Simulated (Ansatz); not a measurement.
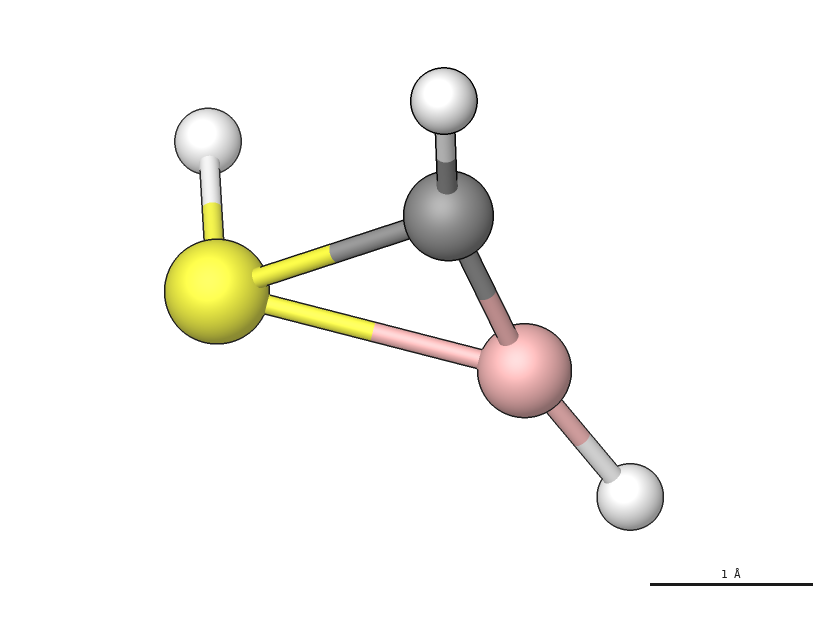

Rendered structure (ball-and-stick style). Colours: boron pink, carbon grey, sulfur yellow, hydrogen white.

The computed structure is the end point of a PBE0-D4/def2-TZVP optimisation. No frequency run is at hand to confirm it as a minimum.

Describe the molecule.

The molecule is CH3BS. This geometry has C1 symmetry. Coordination: 1 B T-shaped; 1 C T-shaped; 1 S trigonal pyramidal.

The parts below concern this one geometry. Atoms keep their numbers from picture to picture.

**Charges**

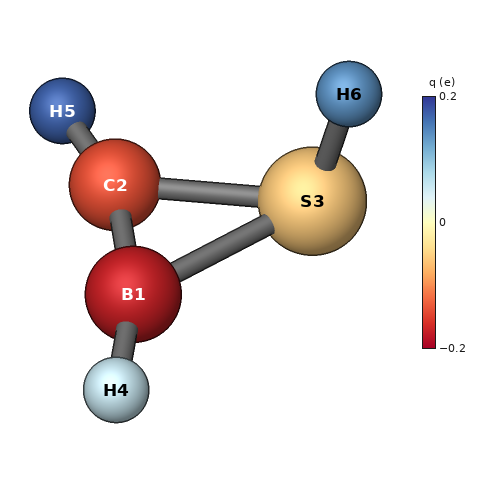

Atoms are coloured by their Mulliken charges. No frequency run is at hand to confirm it as a minimum. Method: RKS PBE0-D4/def2-TZVP (Ansatz 0.2.0).

Give the Mulliken charges atom by atom.

```
atom  value (e)
  B1      −0.17
  C2      −0.14
  S3      −0.06
  H4       0.06
  H5       0.17
  H6       0.14
```

**Electronic properties**

No frequency run is at hand to confirm it as a minimum. Method: RKS PBE0-D4/def2-TZVPP (Ansatz 0.2.0).

Give the HOMO energy (Kohn–Sham orbital) at this level.

−6.74 eV.

What is the HOMO–LUMO gap?

6.99 eV.

**Dipole moment**

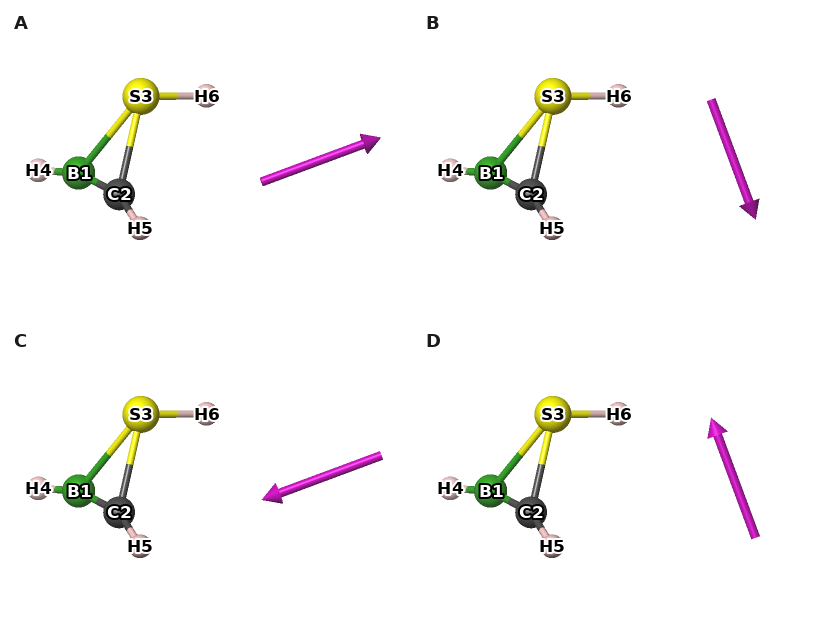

The same molecule four times, each with an arrow. No frequency run is at hand to confirm it as a minimum. Properties computed with RKS PBE0-D4/def2-TZVP (Ansatz 0.2.0).

Which arrow points along the dipole moment, from the negative to the positive end?

A. The dipole moment is 1.12 D; it points from the side of H4 to the side of H6 (the outermost atoms at the two ends).

Mulliken values depend strongly on the basis set and can even reverse the polarity of a bond.
